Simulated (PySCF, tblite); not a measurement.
# CH₇B₂N₂ radical: geometry, infrared bands and EPR parameters

Wanted: the infrared bands and EPR parameters of CH₇B₂N₂ radical (`[BH]NCBN`), by calculation.

Programs: tblite 0.8.0 and PySCF 2.14.0, with density-fitted response routines of our own. Each step states its level of theory. These are calculated values for one molecule in the gas phase, unless marked as measured. Atoms count from 0, in the outputs and in this text.

### 1 Starting geometry

12 atoms, charge 0, multiplicity 2; geometry from: force field or distance geometry start.

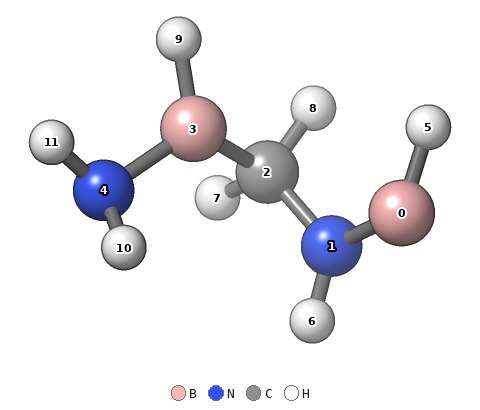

The starting geometry (boron pink, nitrogen blue, carbon grey, hydrogen white), atoms numbered.

### 2 Relaxing the molecule with GFN2-xTB

What the job is given:

```
{"job": {"kind": "relax", "xc": "GFN2-xTB", "basis": "xTB"}, "charge": 0, "multiplicity": 2}
B      1.698400    -1.041600     1.019400
N      1.233700    -0.798900    -0.389200
C      0.632000     0.435600    -0.662200
B     -0.683000     0.598700     0.231200
N     -1.968100    -0.161700    -0.081100
H      2.026200    -0.086700     1.631400
H      1.020200    -1.608300    -0.963800
H      0.310800     0.592800    -1.699100
H      1.328200     1.250700    -0.398500
H     -0.859400     1.689100     0.679700
H     -1.950400    -1.159900     0.205100
H     -2.787400     0.289500     0.401000
```

Run with:

```
OMP_NUM_THREADS=1 python probes_run.py task.json out
```

One launch serves the whole session: the jobs run in the order shown.

The program printed:

```text
step      E/eV     max force
  0    -378.60295    5.254
  1    -379.23635    2.050
  2    -379.42288    1.504
  3    -379.54516    1.147
  4    -379.68925    0.825
  5    -379.76402    0.756
  6    -379.80671    0.887
  7    -379.87578    0.616
  8    -379.91219    0.502
  9    -379.93542    0.407
 10    -379.95622    0.433
 11    -379.97372    0.489
 12    -379.99384    0.426
 13    -380.00937    0.331
 14    -380.02002    0.370
 15    -380.03008    0.290
 16    -380.03575    0.158
 17    -380.03853    0.143
 18    -380.04037    0.141
 19    -380.04243    0.138
 20    -380.04471    0.116
 21    -380.04656    0.127
 22    -380.04796    0.146
 23    -380.04953    0.146
 24    -380.05170    0.128
 25    -380.05414    0.132
 26    -380.05613    0.101
 27    -380.05745    0.108
 28    -380.05859    0.105
 29    -380.05996    0.106
 30    -380.06133    0.090
 31    -380.06234    0.101
 32    -380.06306    0.097
 33    -380.06393    0.079
 34    -380.06524    0.093
 35    -380.06673    0.094
 36    -380.06796    0.111
 37    -380.06888    0.102
 38    -380.06980    0.089
 39    -380.07108    0.109
 40    -380.07267    0.129
 41    -380.07406    0.108
 42    -380.07505    0.080
 43    -380.07585    0.072
 44    -380.07667    0.084
 45    -380.07761    0.097
 46    -380.07858    0.090
 47    -380.07953    0.078
 48    -380.08051    0.096
 49    -380.08176    0.142
 50    -380.08381    0.143
 51    -380.08709    0.156
 52    -380.09032    0.211
 53    -380.09483    0.243
 54    -380.10086    0.253
 55    -380.10623    0.264
 56    -380.11340    0.339
 57    -380.11918    0.230
 58    -380.12289    0.214
 59    -380.12587    0.143
 60    -380.12929    0.145
 61    -380.13233    0.256
 62    -380.13300    0.168
 63    -380.13606    0.128
 64    -380.13806    0.117
 65    -380.14034    0.124
 66    -380.14094    0.077
 67    -380.14142    0.073
 68    -380.14193    0.069
 69    -380.14237    0.066
 70    -380.14308    0.089
 71    -380.14400    0.078
 72    -380.14460    0.083
 73    -380.14496    0.047
 74    -380.14524    0.062
 75    -380.14551    0.041
 76    -380.14573    0.036
 77    -380.14590    0.041
 78    -380.14607    0.046
 79    -380.14628    0.044
 80    -380.14658    0.057
 81    -380.14698    0.054
 82    -380.14747    0.080
 83    -380.14795    0.069
 84    -380.14845    0.054
 85    -380.14896    0.065
 86    -380.14970    0.081
 87    -380.15075    0.115
 88    -380.15181    0.108
 89    -380.15265    0.083
 90    -380.15343    0.088
 91    -380.15465    0.115
 92    -380.15633    0.157
 93    -380.15780    0.109
 94    -380.15761    0.178
 95    -380.15934    0.077
 96    -380.15988    0.092
 97    -380.16152    0.114
 98    -380.16275    0.133
 99    -380.16438    0.117
100    -380.16535    0.076
101    -380.16581    0.107
102    -380.16562    0.090
103    -380.16604    0.066
104    -380.16611    0.045
105    -380.16616    0.016
106    -380.16624    0.025
107    -380.16632    0.037
108    -380.16637    0.027
109    -380.16639    0.013
110    -380.16641    0.012
111    -380.16642    0.007
```

It took 0.51 s on 1 thread of Arm Neoverse V1, shared host.

The steps of the relaxation: (not every step is listed)

| step | energy from step 0 (eV) | largest force (eV/Å) |
| --- | --- | --- |
| 0 | 0.0000 | 5.2544 |
| 1 | -0.6334 | 2.0496 |
| 2 | -0.8199 | 1.5041 |
| 3 | -0.9422 | 1.1472 |
| 4 | -1.0863 | 0.8247 |
| 5 | -1.1611 | 0.7562 |
| 6 | -1.2038 | 0.8872 |
| 7 | -1.2728 | 0.6163 |
| 8 | -1.3092 | 0.5020 |
| 17 | -1.4356 | 0.1428 |
| 26 | -1.4532 | 0.1012 |
| 35 | -1.4638 | 0.0943 |
| 44 | -1.4737 | 0.0838 |
| 53 | -1.4919 | 0.2428 |
| 62 | -1.5300 | 0.1677 |
| 71 | -1.5410 | 0.0782 |
| 80 | -1.5436 | 0.0570 |
| 89 | -1.5497 | 0.0832 |
| 98 | -1.5598 | 0.1334 |
| 106 | -1.5633 | 0.0248 |
| 107 | -1.5634 | 0.0367 |
| 108 | -1.5634 | 0.0273 |
| 109 | -1.5634 | 0.0130 |
| 110 | -1.5635 | 0.0118 |
| 111 | -1.5635 | 0.0073 |

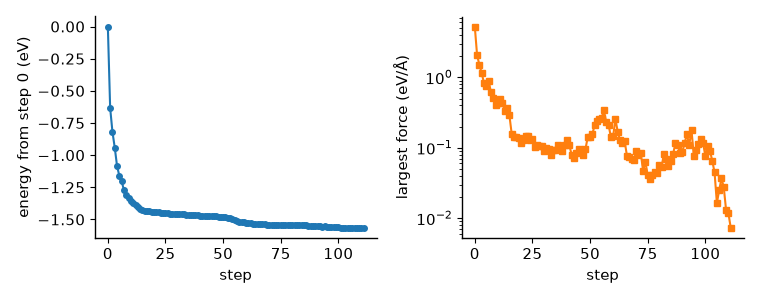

Energy and force, step by step.

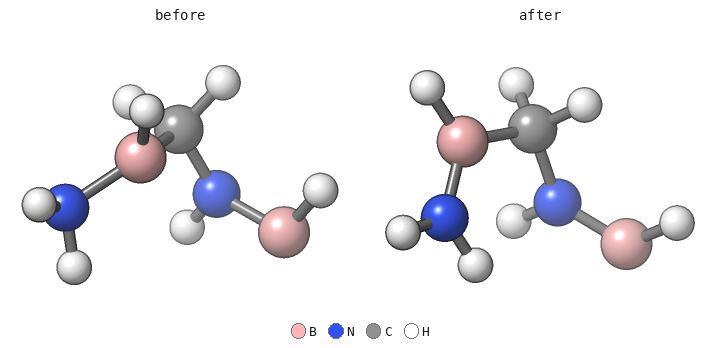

The geometry before (left) and after (right).

Distances of close pairs at the start and the end, largest changes first:

| bond | before (Å) | after (Å) | change (Å) |
| --- | --- | --- | --- |
| B3–N4 | 1.526 | 1.377 | -0.148 |
| B0–N1 | 1.503 | 1.365 | -0.138 |
| N1–C2 | 1.400 | 1.476 | +0.076 |
| N4–H11 | 1.052 | 1.006 | -0.047 |
| N4–H10 | 1.039 | 1.009 | -0.030 |
| B3–H9 | 1.192 | 1.172 | -0.020 |
| C2–H8 | 1.104 | 1.094 | -0.010 |
| B0–H5 | 1.181 | 1.173 | -0.007 |

The end geometry stands in the next job.

### 3 Harmonic vibrations with GFN2-xTB

What the job is given:

```
{"job": {"kind": "ir", "xc": "GFN2-xTB", "basis": "xTB"}, "charge": 0, "multiplicity": 2}
B      1.747651    -1.343688     0.669921
N      0.993602    -0.803196    -0.331922
C      0.575035     0.602673    -0.496963
B     -0.978938     0.847130    -0.228884
N     -1.704091    -0.143837     0.394854
H      2.196432    -0.698150     1.541044
H      0.595592    -1.363875    -1.074550
H      0.870418     0.938593    -1.498981
H      1.157740     1.202412     0.208327
H     -1.501482     1.847334    -0.545031
H     -1.271455    -1.001500     0.703561
H     -2.679305    -0.084583     0.632597
```

The program printed:

```text
mode    cm-1     km/mol
  1      56.2      6.29
  2     106.2      6.96
  3     203.5      1.38
  4     370.4      1.74
  5     422.1     29.83
  6     494.2      9.67
  7     568.8     27.19
  8     638.0    205.00
  9     758.6      9.51
 10     770.6     11.63
 11     801.2      7.44
 12     830.9     71.79
 13     863.8      5.81
 14     893.1     27.22
 15     992.1      6.37
 16    1082.6     87.95
 17    1139.5     26.24
 18    1260.1      4.08
 19    1321.4      6.92
 20    1376.7    124.58
 21    1430.5     35.93
 22    1464.1      4.87
 23    1537.9    114.32
 24    2566.7    234.77
 25    2620.9    179.41
 26    2898.0     79.71
 27    2956.4     35.56
 28    3382.7     11.39
 29    3452.6      0.83
 30    3515.8      0.21
```

It took 0.23 s on 1 thread of Arm Neoverse V1, shared host.

Which atoms move in the most intense modes:

| cm⁻¹ | km/mol | atoms |
| --- | --- | --- |
| 638 | 205.0 | H11 42 %, H10 30 %, N4 21 % |
| 831 | 71.8 | H9 30 %, H5 19 %, B3 14 % |
| 1083 | 88.0 | H9 44 %, B3 23 %, N4 15 %, H10 11 % |
| 1377 | 124.6 | B3 55 %, N4 14 %, H11 13 %, H10 10 % |
| 1538 | 114.3 | H10 36 %, H11 33 %, N4 21 % |
| 2567 | 234.8 | H5 91 % |
| 2621 | 179.4 | H9 92 % |
| 2898 | 79.7 | H7 90 % |

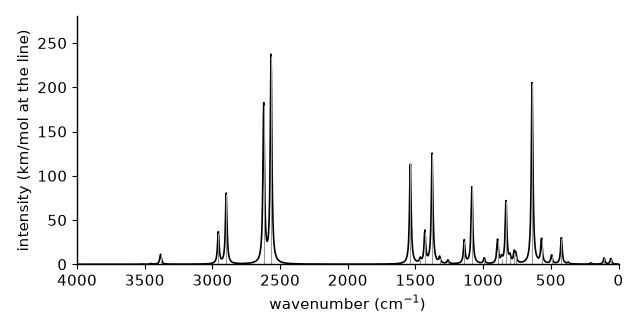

The infrared spectrum from these modes, unscaled. Lines are broadened to a width of 14 cm⁻¹ (Lorentzian).

### 4 g tensor and hyperfine couplings: B3LYP/pcH-1

The job, as its differences from that of step 3:

```diff
@@ -1,2 +1,2 @@
-{"job": {"kind": "ir", "xc": "GFN2-xTB", "basis": "xTB"}, "charge": 0, "multiplicity": 2}
+{"job": {"kind": "epr", "basis": "pcH-1"}, "charge": 0, "multiplicity": 2}
 B      1.747651    -1.343688     0.669921
```

Method: UKS B3LYP, pcH-1 on B C H N, non-relativistic, mean-field spin-orbit, GIAO.

The program printed:

```text
UKS, coarse grid
  cycle   1  E = -201.49707374  |g| = 3.41e-01
  cycle   2  E = -201.47058496  |g| = 4.38e-01
  cycle   3  E = -201.55139414  |g| = 7.50e-02
  cycle   4  E = -201.55388437  |g| = 2.29e-02
  cycle   5  E = -201.55411168  |g| = 9.13e-03
  cycle   6  E = -201.55414709  |g| = 2.65e-03
  cycle   7  E = -201.55415123  |g| = 1.16e-03
  cycle   8  E = -201.55415231  |g| = 5.04e-04
UKS, final grid
  cycle   1  E = -201.55415322  |g| = 6.07e-04
  cycle   2  E = -201.55415304  |g| = 9.04e-04
  cycle   3  E = -201.55415343  |g| = 1.03e-04
  cycle   4  E = -201.55415344  |g| = 5.19e-05
  cycle   5  E = -201.55415344  |g| = 2.22e-05
E = -201.55415344 Eh   <S^2> = 0.7526 (exact 0.7500)
g shifts (ppm)      1          2          3
  rmc           -91        -91        -91
  gc             20         12        -16
  oz_so        -867        -62         35
  total        -938       -140        -71
hyperfine (MHz)  atom isotope    a_iso     a_fc   dipolar eigenvalues
    0   11B     422.55     422.55    -41.69    -36.71     78.40
    1   14N      10.07      10.07     -4.34      0.61      3.73
    2   13C      53.60      53.60     -4.77     -4.25      9.02
    3   11B      -2.64      -2.64     -0.46     -0.25      0.72
    4   14N       0.31       0.31     -0.10     -0.08      0.18
    5    1H      94.23      94.23    -16.85     -4.12     20.97
    6    1H      44.72      44.72     -6.32     -5.18     11.51
    7    1H      -0.97      -0.97     -2.85     -1.23      4.08
    8    1H      -2.43      -2.43     -4.41     -1.06      5.47
    9    1H       2.49       2.49     -0.71     -0.54      1.25
   10    1H       0.24       0.24     -2.18     -1.80      3.99
   11    1H      -0.11      -0.11     -0.69     -0.61      1.31
```

Wall time 27 s (1 thread of Arm Neoverse V1, shared host); peak memory 0.74 GiB.

Principal g values 2.00138, 2.00218, 2.00225; g(iso) = 2.00194, against 2.00232 for a free electron.

Hyperfine couplings; where a row names several nuclei, a(iso) is their mean (it holds for fast rotation or exchange) and the dipolar term the largest among them:

| nuclei | isotope | a(iso) (MHz) | a(iso) (G, at g = 2.0023) | largest dipolar term (MHz) |
| --- | --- | --- | --- | --- |
| B0 | 11B | 422.5 | 150.8 | 78.4 |
| H5 | 1H | 94.2 | 33.6 | 21.0 |
| C2 | 13C | 53.6 | 19.1 | 9.0 |
| H6 | 1H | 44.7 | 16.0 | 11.5 |
| N1 | 14N | 10.1 | 3.6 | -4.3 |
| B3 | 11B | -2.6 | -0.9 | 0.7 |
| H9 | 1H | 2.5 | 0.9 | 1.2 |
| H7, H8 | 1H | -1.7 | -0.6 | 5.5 |
| N4 | 14N | 0.3 | 0.1 | 0.2 |
| H10, H11 | 1H | 0.1 | 0.0 | 4.0 |

Mulliken spin populations:

| atom | value (e) |
| --- | --- |
| B0 | 1.00 |
| N1 | -0.06 |
| C2 | 0.04 |
| B3 | 0.00 |
| N4 | 0.00 |
| H5 | 0.02 |
| H6 | 0.01 |
| H7 | 0.00 |
| H8 | 0.00 |
| H9 | 0.00 |
| H10 | 0.00 |
| H11 | 0.00 |

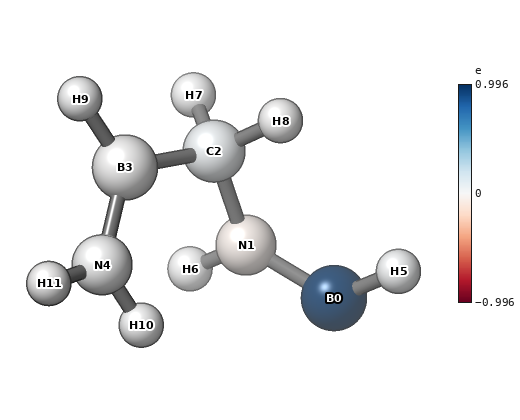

Mulliken spin populations, as colours on the atoms.

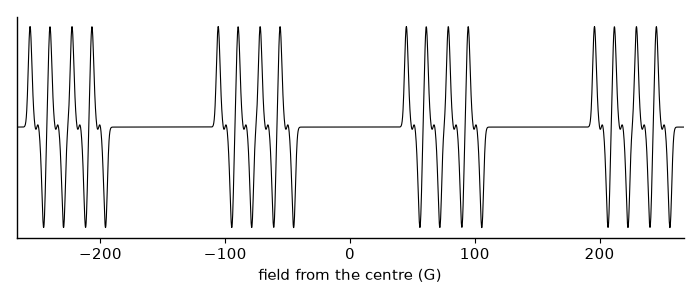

First-order isotropic spectrum (first derivative, main isotopes with spin only, couplings over 0.8 MHz, Gaussian width 1.3 G; couplings of the frozen geometry, rotation of groups not averaged beyond the rows shown).

Orbitals, density, ELF and potential are computed afterwards from the orbital file.

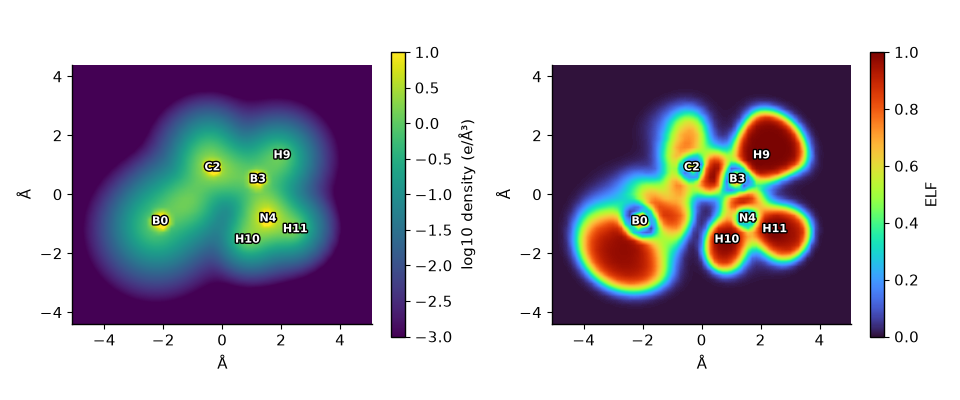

Density (left) and ELF (right) in a plane through or near 7 of the atoms.

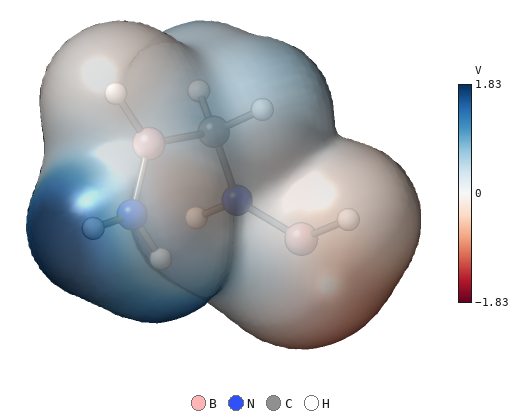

The potential that a unit positive charge feels on the 0.002 e/bohr³ surface, from -1.03 V near B0 to 1.83 V near H11.

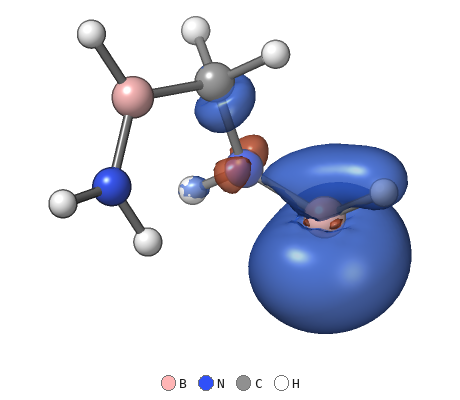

Spin density at ±0.03 e/Å³ (alpha excess blue, beta excess red).

### 5 Summary of results

| quantity | value |
| --- | --- |
| strongest single infrared mode (GFN2-xTB) | 2567 cm⁻¹, 235 km/mol |
| zero-point energy (GFN2-xTB) | 58.3 kcal/mol |
| g(iso) (B3LYP) | 2.00194 |
| ⟨S²⟩ | 0.753 (exact 0.75) |
| largest a(iso) (averaged by class) | 11B on B0, 422.5 MHz |
| surface potential, least and greatest | -1.03 V and 1.83 V |

In words: The optimisation took 111 steps and gained 1.563 eV; among the close pairs (by a distance rule), B3–N4 changed most, from 1.526 to 1.377 Å. All 30 modes are real, so the xTB geometry is a minimum. The strongest single mode, at 2567 cm⁻¹, moves mainly H5. Unscaled tight-binding wavenumbers are off by several per cent, some by more. Its intensities can rank the bands wrongly. Most of the unpaired spin sits on B0 (1.00 e). The isotropic g lies 0.4 ppt below the free-electron value.
